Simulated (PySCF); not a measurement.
**C₂H₁₀BBrSi₂: density, localisation and related maps**

```yaml
atoms:
  - { symbol: C, position_ang: [2.4480, 0.3213, 0.7334] }
  - { symbol: B, position_ang: [1.4257, 0.4162, -0.4488] }
  - { symbol: Si, position_ang: [0.1204, -1.0020, -0.8156] }
  - { symbol: C, position_ang: [-1.3662, -0.9160, 0.4162] }
  - { symbol: Si, position_ang: [-2.2575, 0.7381, 0.4841] }
  - { symbol: Br, position_ang: [-0.9325, 2.1438, 1.6016] }
  - { symbol: H, position_ang: [3.4174, 0.7623, 0.5059] }
  - { symbol: H, position_ang: [2.0413, 0.9317, 1.5451] }
  - { symbol: H, position_ang: [2.6127, -0.6757, 1.1374] }
  - { symbol: H, position_ang: [1.4481, 1.4000, -1.0914] }
  - { symbol: H, position_ang: [-0.5406, -0.9641, -2.1393] }
  - { symbol: H, position_ang: [0.6010, -2.3923, -0.6856] }
  - { symbol: H, position_ang: [-1.0065, -1.1731, 1.4142] }
  - { symbol: H, position_ang: [-2.0837, -1.6885, 0.1420] }
  - { symbol: H, position_ang: [-2.4472, 1.3754, -0.8112] }
  - { symbol: H, position_ang: [-3.4880, 0.7316, 1.2680] }
```

Geometry: GFN2-xTB.

Method: CAM-B3LYP/def2-SVPD, SCF density, gas phase (PySCF).

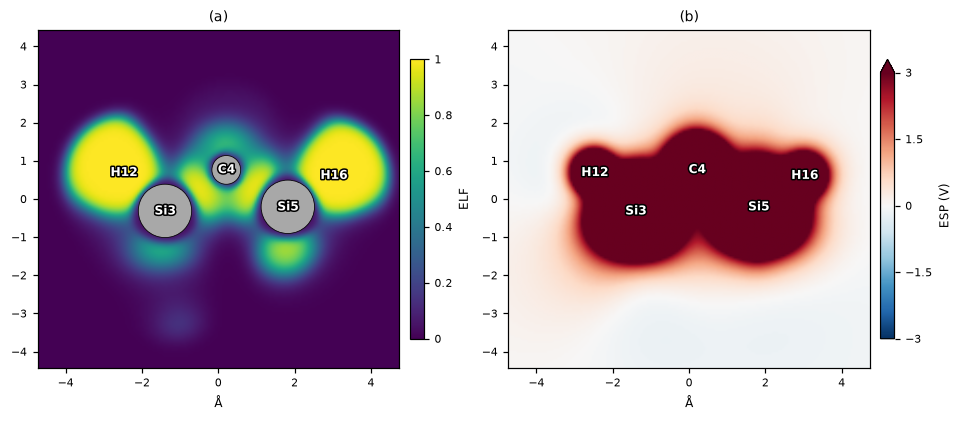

Figure 1. (a) electron localisation function; (b) molecular electrostatic potential on the plane of atoms Si3, C4 and Si5. Grey discs cover the atomic cores in the ELF map.

What do the fields say about this system?

Answer.
- Atoms in the plane: Si, C and H.
- C–Si (1.88 Å): the ELF peaks at about 0.95 between the atoms, as expected for localised, covalent bonding.
- C–Si (1.93 Å): the ELF peaks at about 0.95 between the atoms, as expected for a shared electron pair.
- The potential has no marked negative region in this plane.

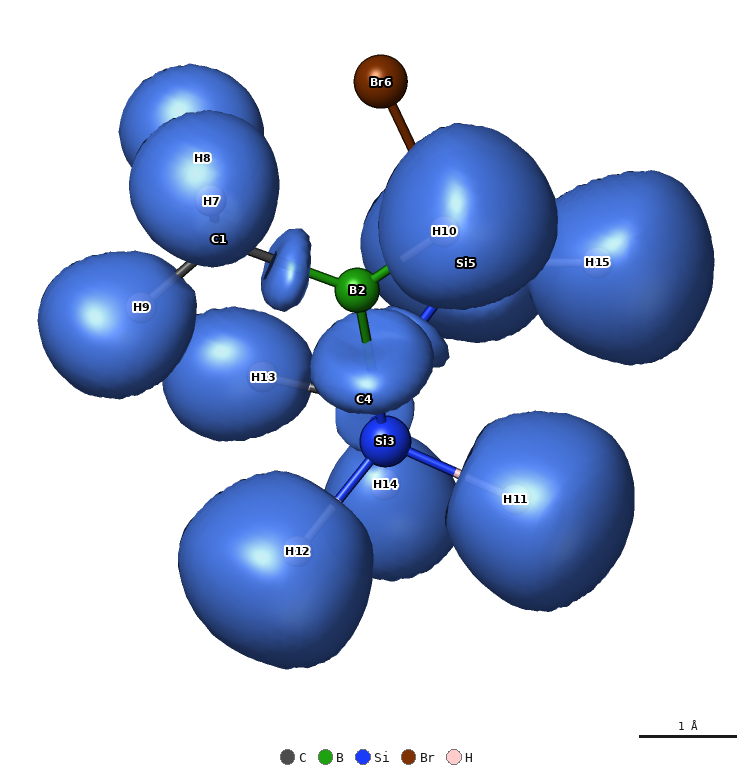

Figure 2. Isosurface of the ELF at 0.9 (blue), seen at an oblique angle. Core shells and regions of very low density are left out.

Describe the localisation domains.

Answer. At this value the surface marks out one region between bonded B–C atoms (shared pairs), one region between bonded B–Si atoms (shared pairs), two regions between bonded C–Si atoms (shared pairs) and ten regions around hydrogen nuclei.


C–B (1.57 Å): the ELF peaks at about 1 between the atoms: a covalent bond.

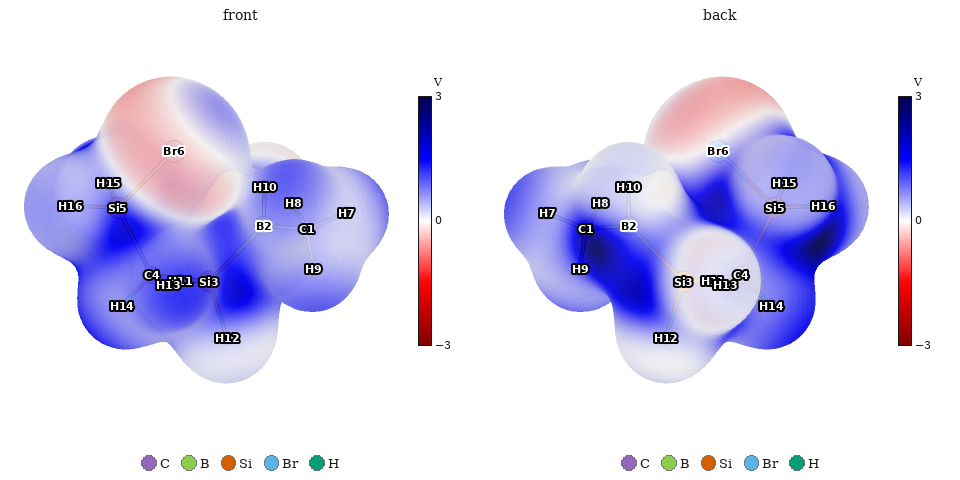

Figure 3. The electrostatic potential painted on the density surface at 0.004 e/bohr³, seen from the front and from behind; red is negative and blue positive.

Which sites attract a positive test charge, and which a negative one?

Answer. A positive charge is drawn to the negative regions and a negative charge to the positive ones. The most negative region (about −0.5 V) lies over Br6, the most positive (about +2.8 V) over B2 and Si5. Br6 shows a σ-hole: about +0.6 V at the tip opposite its bond, against about −0.2 V on its flanks.

What dipole moment does the calculation give?

Answer. Its dipole moment is 1.26 D.
